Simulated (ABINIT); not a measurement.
# Al3Os (Pm-3m): zone-centre phonons, part 3 of 3

Aim: the zone-centre modes of Al3Os (Pm-3m).

ABINIT 10.8.3; DFT PBEsol, scalar-relativistic, plane waves, PseudoDojo stringent norm-conserving pseudopotentials.

So far. Step 4 (Relaxation): The volume changes by +0.6 % in this run and stands -6.7 % from the first cell. Step 6 (Zone-centre response): The acoustic modes at Γ come out as far as 1.7 cm⁻¹ from zero, where they should vanish, a small numerical error. The relaxed cell has a = 3.848 Å (conventional setting).

The structure was built from a prototype and need not be the compound's stable phase.

## (7) Modes with the sum rule

anaddb reads the merged derivatives and imposes the acoustic sum rule.

Contents of anaddb.abi:

```
ddb_filepath "gamma_DDB"
output_file "anaddb.abo"
outdata_prefix "anaddb"
asr 1
chneut 1
enunit 2
eivec 1
nph1l 1
qph1l 0.0 0.0 0.0 1.0
```

Contents of mrgddb.in:

```
gamma_DDB
merged
2
dfpt_gammao_DDB
gso_DDB
```

Command:

```
$ mrgddb < mrgddb.in > mrgddb.log
$ OMP_NUM_THREADS=1 anaddb anaddb.abi > anaddb.log
```

anaddb.abo, the main output file:

```text
-outvars_anaddb: echo values of input variables ----------------------

 Miscellaneous information :
      enunit         2
       eivec         1
         asr         1
 First list of wavevector (reduced coord.) :
       nph1l         1
       qph1l
                     0.00000000E+00  0.00000000E+00  0.00000000E+00    1.000E+00

================================================================================

 read the DDB information and perform some checks

  ==== Info on the Cryst% object ====
 Real(R)+Recip(G) space primitive vectors, cartesian coordinates (Bohr,Bohr^-1):
 R(1)=  7.2715405  0.0000000  0.0000000  G(1)=  0.1375224  0.0000000  0.0000000
 R(2)=  0.0000000  7.2715405  0.0000000  G(2)=  0.0000000  0.1375224  0.0000000
 R(3)=  0.0000000  0.0000000  7.2715405  G(3)=  0.0000000  0.0000000  0.1375224
 Unit cell volume ucvol=  3.8448490E+02 bohr^3
 Angles (23,13,12)=  9.00000000E+01  9.00000000E+01  9.00000000E+01 degrees
 Time-reversal symmetry is present
 Reduced atomic positions [iatom, xred, symbol]:
    1)    0.0000000  0.0000000  0.0000000  Os
    2)    0.0000000  0.5000000  0.5000000  Al
    3)    0.5000000  0.0000000  0.5000000  Al
    4)    0.5000000  0.5000000  0.0000000  Al

 DDB file with 3 blocks has been read.

================================================================================

 Treat the first list of vectors

  Phonon wavevector (reduced coordinates) :  0.00000  0.00000  0.00000
 Phonon energies in Hartree :
   0.000000E+00  0.000000E+00  0.000000E+00  7.002690E-04  7.002690E-04
   7.002690E-04  1.148781E-03  1.148781E-03  1.148781E-03  1.707659E-03
   1.707659E-03  1.707659E-03
 Phonon energies in meV     :
-  0.000000E+00  0.000000E+00  0.000000E+00  1.905529E+01  1.905529E+01
-  1.905529E+01  3.125993E+01  3.125993E+01  3.125993E+01  4.646776E+01
-  4.646776E+01  4.646776E+01
 Phonon frequencies in cm-1    :
-  0.000000E+00  0.000000E+00  0.000000E+00  1.536913E+02  1.536913E+02
-  1.536913E+02  2.521283E+02  2.521283E+02  2.521283E+02  3.747878E+02
-  3.747878E+02  3.747878E+02
 Phonon frequencies in Thz     :
-  0.000000E+00  0.000000E+00  0.000000E+00  4.607549E+00  4.607549E+00
-  4.607549E+00  7.558617E+00  7.558617E+00  7.558617E+00  1.123585E+01
-  1.123585E+01  1.123585E+01
 Phonon energies in Kelvin  :
-  0.000000E+00  0.000000E+00  0.000000E+00  2.211275E+02  2.211275E+02
-  2.211275E+02  3.627564E+02  3.627564E+02  3.627564E+02  5.392360E+02
-  5.392360E+02  5.392360E+02

 Eigendisplacements
 (will be given, for each mode : in cartesian coordinates
   for each atom the real part of the displacement vector,
   then the imaginary part of the displacement vector - absolute values smaller than 1.0d-7 are set to zero)
  Mode number    1   Energy    0.000000E+00
 Attention : low frequency mode.
   (Could be unstable or acoustic mode)
-  1  0.00000000E+00  0.00000000E+00 -1.42239256E-03
-     0.00000000E+00  0.00000000E+00  0.00000000E+00
-  2  0.00000000E+00  0.00000000E+00 -1.42239241E-03
-     0.00000000E+00  0.00000000E+00  0.00000000E+00
-  3  0.00000000E+00  0.00000000E+00 -1.42239241E-03
-     0.00000000E+00  0.00000000E+00  0.00000000E+00
-  4  0.00000000E+00  0.00000000E+00 -1.42239234E-03
-     0.00000000E+00  0.00000000E+00  0.00000000E+00
  Mode number    2   Energy    0.000000E+00
 Attention : low frequency mode.
   (Could be unstable or acoustic mode)
-  1  0.00000000E+00 -1.42239256E-03  0.00000000E+00
-     0.00000000E+00  0.00000000E+00  0.00000000E+00
-  2  0.00000000E+00 -1.42239241E-03  0.00000000E+00
-     0.00000000E+00  0.00000000E+00  0.00000000E+00
-  3  0.00000000E+00 -1.42239234E-03  0.00000000E+00
-     0.00000000E+00  0.00000000E+00  0.00000000E+00
-  4  0.00000000E+00 -1.42239241E-03  0.00000000E+00
-     0.00000000E+00  0.00000000E+00  0.00000000E+00
  Mode number    3   Energy    0.000000E+00
 Attention : low frequency mode.
   (Could be unstable or acoustic mode)
-  1  1.42239256E-03  0.00000000E+00  0.00000000E+00
-     0.00000000E+00  0.00000000E+00  0.00000000E+00
-  2  1.42239234E-03  0.00000000E+00  0.00000000E+00
-     0.00000000E+00  0.00000000E+00  0.00000000E+00
-  3  1.42239241E-03  0.00000000E+00  0.00000000E+00
-     0.00000000E+00  0.00000000E+00  0.00000000E+00
-  4  1.42239241E-03  0.00000000E+00  0.00000000E+00
-     0.00000000E+00  0.00000000E+00  0.00000000E+00
  Mode number    4   Energy    7.002690E-04
-  1  0.00000000E+00  0.00000000E+00  9.25181751E-04
-     0.00000000E+00  0.00000000E+00  0.00000000E+00
-  2  0.00000000E+00  0.00000000E+00 -2.03276711E-03
-     0.00000000E+00  0.00000000E+00  0.00000000E+00
-  3  0.00000000E+00  0.00000000E+00 -2.03276711E-03
-     0.00000000E+00  0.00000000E+00  0.00000000E+00
-  4  0.00000000E+00  0.00000000E+00 -2.45631726E-03
-     0.00000000E+00  0.00000000E+00  0.00000000E+00
  Mode number    5   Energy    7.002690E-04
-  1  0.00000000E+00 -9.25181751E-04  0.00000000E+00
-     0.00000000E+00  0.00000000E+00  0.00000000E+00
-  2  0.00000000E+00  2.03276711E-03  0.00000000E+00
-     0.00000000E+00  0.00000000E+00  0.00000000E+00
-  3  0.00000000E+00  2.45631726E-03  0.00000000E+00
-     0.00000000E+00  0.00000000E+00  0.00000000E+00
-  4  0.00000000E+00  2.03276711E-03  0.00000000E+00
-     0.00000000E+00  0.00000000E+00  0.00000000E+00
  Mode number    6   Energy    7.002690E-04
-  1  9.25181751E-04  0.00000000E+00  0.00000000E+00
-     0.00000000E+00  0.00000000E+00  0.00000000E+00
-  2 -2.45631726E-03  0.00000000E+00  0.00000000E+00
-     0.00000000E+00  0.00000000E+00  0.00000000E+00
-  3 -2.03276711E-03  0.00000000E+00  0.00000000E+00
-     0.00000000E+00  0.00000000E+00  0.00000000E+00
-  4 -2.03276711E-03  0.00000000E+00  0.00000000E+00
-     0.00000000E+00  0.00000000E+00  0.00000000E+00
  Mode number    7   Energy    1.148781E-03
-  1  0.00000000E+00  0.00000000E+00  0.00000000E+00
-     0.00000000E+00  0.00000000E+00  0.00000000E+00
-  2  0.00000000E+00  4.92386955E-07  3.18839109E-03
-     0.00000000E+00  0.00000000E+00  0.00000000E+00
-  3  0.00000000E+00  0.00000000E+00 -3.18839109E-03
-     0.00000000E+00  0.00000000E+00  0.00000000E+00
-  4  0.00000000E+00 -4.92386955E-07  0.00000000E+00
-     0.00000000E+00  0.00000000E+00  0.00000000E+00
  Mode number    8   Energy    1.148781E-03
-  1  0.00000000E+00  0.00000000E+00  0.00000000E+00
-     0.00000000E+00  0.00000000E+00  0.00000000E+00
-  2  0.00000000E+00  3.18839109E-03 -4.92386819E-07
-     0.00000000E+00  0.00000000E+00  0.00000000E+00
-  3  0.00000000E+00  0.00000000E+00  4.92386819E-07
-     0.00000000E+00  0.00000000E+00  0.00000000E+00
-  4  0.00000000E+00 -3.18839109E-03  0.00000000E+00
-     0.00000000E+00  0.00000000E+00  0.00000000E+00
  Mode number    9   Energy    1.148781E-03
-  1  0.00000000E+00  0.00000000E+00  0.00000000E+00
-     0.00000000E+00  0.00000000E+00  0.00000000E+00
-  2  0.00000000E+00  0.00000000E+00  0.00000000E+00
-     0.00000000E+00  0.00000000E+00  0.00000000E+00
-  3  3.18839113E-03  0.00000000E+00  0.00000000E+00
-     0.00000000E+00  0.00000000E+00  0.00000000E+00
-  4 -3.18839113E-03  0.00000000E+00  0.00000000E+00
-     0.00000000E+00  0.00000000E+00  0.00000000E+00
  Mode number   10   Energy    1.707659E-03
-  1  0.00000000E+00  0.00000000E+00  7.11673654E-05
-     0.00000000E+00  0.00000000E+00  0.00000000E+00
-  2  0.00000000E+00  0.00000000E+00 -2.00262220E-03
-     0.00000000E+00  0.00000000E+00  0.00000000E+00
-  3  0.00000000E+00  0.00000000E+00 -2.00262220E-03
-     0.00000000E+00  0.00000000E+00  0.00000000E+00
-  4  0.00000000E+00  0.00000000E+00  3.50356697E-03
-     0.00000000E+00  0.00000000E+00  0.00000000E+00
  Mode number   11   Energy    1.707659E-03
-  1  0.00000000E+00 -7.11673654E-05  0.00000000E+00
-     0.00000000E+00  0.00000000E+00  0.00000000E+00
-  2  0.00000000E+00  2.00262220E-03  0.00000000E+00
-     0.00000000E+00  0.00000000E+00  0.00000000E+00
-  3  0.00000000E+00 -3.50356697E-03  0.00000000E+00
-     0.00000000E+00  0.00000000E+00  0.00000000E+00
-  4  0.00000000E+00  2.00262220E-03  0.00000000E+00
-     0.00000000E+00  0.00000000E+00  0.00000000E+00
  Mode number   12   Energy    1.707659E-03
-  1  7.11673654E-05  0.00000000E+00  0.00000000E+00
-     0.00000000E+00  0.00000000E+00  0.00000000E+00
-  2  3.50356697E-03  0.00000000E+00  0.00000000E+00
-     0.00000000E+00  0.00000000E+00  0.00000000E+00
-  3 -2.00262220E-03  0.00000000E+00  0.00000000E+00
-     0.00000000E+00  0.00000000E+00  0.00000000E+00
-  4 -2.00262220E-03  0.00000000E+00  0.00000000E+00
-     0.00000000E+00  0.00000000E+00  0.00000000E+00

 Analysis of degeneracies and characters (maximum tolerance=1.00E-06 a.u.)
 For each vibration mode, or group of modes if degenerate,
 the characters are given for each symmetry operation (see the list in the log file).
 Symmetry characters of vibration mode #   1
       degenerate with vibration modes #   2 to    3
  3.0 -3.0 -1.0  1.0 -1.0  1.0 -1.0  1.0  1.0 -1.0 -1.0  1.0  1.0 -1.0 -1.0  1.0
 -0.0  0.0 -0.0  0.0  0.0 -0.0  0.0 -0.0  1.0 -1.0 -1.0  1.0 -1.0  1.0  1.0 -1.0
 -0.0  0.0  0.0 -0.0  0.0 -0.0 -0.0  0.0  1.0 -1.0  1.0 -1.0 -1.0  1.0 -1.0  1.0
 Symmetry characters of vibration mode #   4
       degenerate with vibration modes #   5 to    6
  3.0 -3.0 -1.0  1.0 -1.0  1.0 -1.0  1.0  1.0 -1.0 -1.0  1.0  1.0 -1.0 -1.0  1.0
  0.0 -0.0 -0.0  0.0  0.0 -0.0 -0.0  0.0  1.0 -1.0 -1.0  1.0 -1.0  1.0  1.0 -1.0
  0.0 -0.0  0.0 -0.0 -0.0  0.0 -0.0  0.0  1.0 -1.0  1.0 -1.0 -1.0  1.0 -1.0  1.0
 Symmetry characters of vibration mode #   7
       degenerate with vibration modes #   8 to    9
  3.0 -3.0 -1.0  1.0 -1.0  1.0 -1.0  1.0 -1.0  1.0  1.0 -1.0 -1.0  1.0  1.0 -1.0
  0.0 -0.0 -0.0  0.0  0.0 -0.0 -0.0  0.0 -1.0  1.0  1.0 -1.0  1.0 -1.0 -1.0  1.0
  0.0 -0.0  0.0 -0.0 -0.0  0.0 -0.0  0.0 -1.0  1.0 -1.0  1.0  1.0 -1.0  1.0 -1.0
 Symmetry characters of vibration mode #  10
       degenerate with vibration modes #  11 to   12
  3.0 -3.0 -1.0  1.0 -1.0  1.0 -1.0  1.0  1.0 -1.0 -1.0  1.0  1.0 -1.0 -1.0  1.0
  0.0 -0.0 -0.0  0.0  0.0 -0.0 -0.0  0.0  1.0 -1.0 -1.0  1.0 -1.0  1.0  1.0 -1.0
  0.0 -0.0  0.0 -0.0 -0.0  0.0 -0.0  0.0  1.0 -1.0  1.0 -1.0 -1.0  1.0 -1.0  1.0
-
```

The job ended after 0.51 s (1 thread of Arm Neoverse V2, shared host).

No LO-TO term; unit eigenvectors of the mass-weighted matrix, from anaddb's displacements. The modes at Γ (shares of kinetic energy by element, %):

```csv
mode,frequency (cm⁻¹),symmetry,Os %,Al %
1,0.0,acoustic,70,30
2,0.0,acoustic,70,30
3,0.0,acoustic,70,30
4,153.7,T1u,30,70
5,153.7,T1u,30,70
6,153.7,T1u,30,70
7,252.1,T2u,0,100
8,252.1,T2u,0,100
9,252.1,T2u,0,100
10,374.8,T1u,0,100
11,374.8,T1u,0,100
12,374.8,T1u,0,100
```

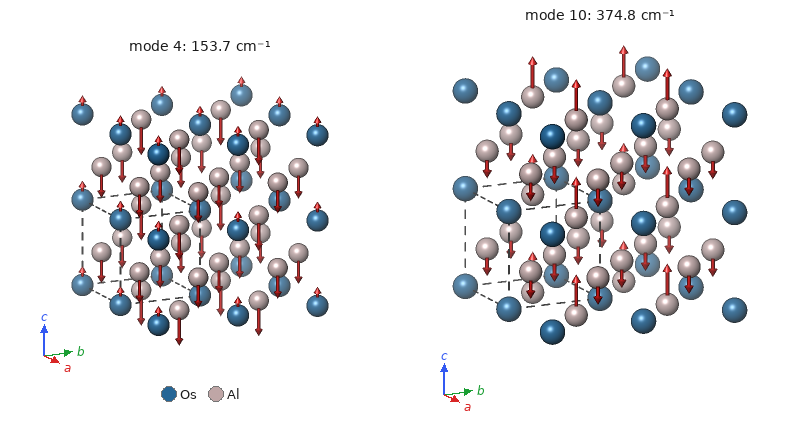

Displacement patterns of modes 4 and 10 at Γ; arrows are exaggerated. 2×2×2 cells are drawn. Some periodic images of atoms are drawn too.

The rule moves no optical mode by more than 0.1 cm⁻¹.

## (8) What came out

```yaml
space_group_after_relaxation: Pm-3m
volume_per_atom: 14.2 Å³
highest_optical_zone_centre_mode_no_lo_to_term: 374.8 cm⁻¹
lowest_optical_zone_centre_mode: 153.7 cm⁻¹
imaginary_optical_modes_at_the_zone_centre_no_q_mesh_in_this_session: none
```

In words: At the PBEsol level the optical modes of Al3Os (Pm-3m) at the zone centre run from 154 to 375 cm⁻¹. These are harmonic frequencies: anharmonic shifts and widths and the lattice's thermal expansion are left out. The Fermi-Dirac smearing of 0.01 Ha is an electronic temperature of 3158 K, which adds a pressure of its own and can shift the volume and soft modes. Spin-orbit coupling is left out, which can matter for the heavy elements here. In a metal the frequencies hang on the k mesh and the smearing, most of all near Kohn anomalies. The runs are without spin polarisation, although the cell has an odd electron count or an open d or f shell, so a magnetic state was not tested. The structure is a hypothetical one, built on a prototype.

[Host names and launcher messages were left out of these logs when they were recorded.]

[Logs are printed without paths, hosts, clocks, repeated set-up lines and the standing remarks that a program may print on its own settings, such as how far it seeks lower states.]

[Hosts, paths, dates, database ids (printed as entryN), source tags and the programs' standing remarks are cut or masked in the printed files.]
